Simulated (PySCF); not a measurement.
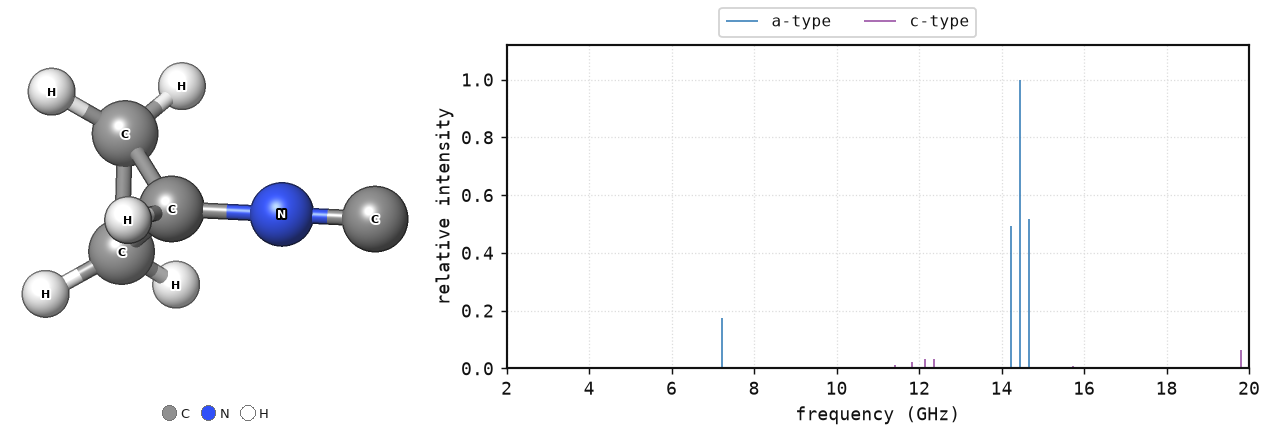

C₄H₅N (cyclopropylisocyanide), SMILES [C-]#[N+]C1CC1. Simulated rotational absorption lines between 2 and 20 GHz at 1.5 K: rigid rotor with the equilibrium constants and dipole of one optimised conformer (PBE0-D3(BJ)/def2-SVP, PySCF), commonest isotopes; no centrifugal distortion, hyperfine structure, internal rotation or nuclear-spin weights; lines within 1 MHz of each other are summed. Lines of different type are drawn apart.

> What are the rotational constants, and what kind of rotor is it?

Rotational constants A, B, C = 16.07, 3.721, 3.504 GHz; Ray's κ = −0.97, a near-prolate asymmetric top.

> Assign the strongest lines, as J(Ka,Kc).

```tsv
GHz	upper	lower	type	relative intensity
14.45	2(0,2)	1(0,1)	a	1.00
14.67	2(1,1)	1(1,0)	a	0.52
14.23	2(1,2)	1(1,1)	a	0.49
7.22	1(0,1)	0(0,0)	a	0.18
```

Caveats: coarse grid, loose stop and no frequency check, small forces are noise and the end may be a saddle.
